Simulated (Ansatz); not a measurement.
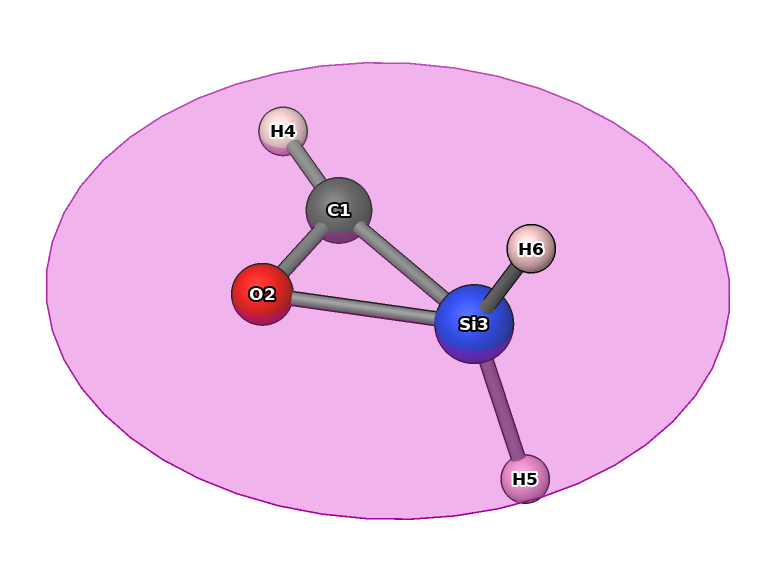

A disc through the centre of mass is drawn in. Distant atoms are faded towards the background colour. The species has charge +1 and is a spin singlet. The geometry was computed by an optimisation with PBE0-D4/def2-TZVP. No frequency run is at hand to confirm it as a minimum.

> Is the plane of the disc a mirror plane of the structure?

Yes. The reflection leaves C1, O2, Si3, H4 in place and moves H5 ↔ H6. The point group is Cs.
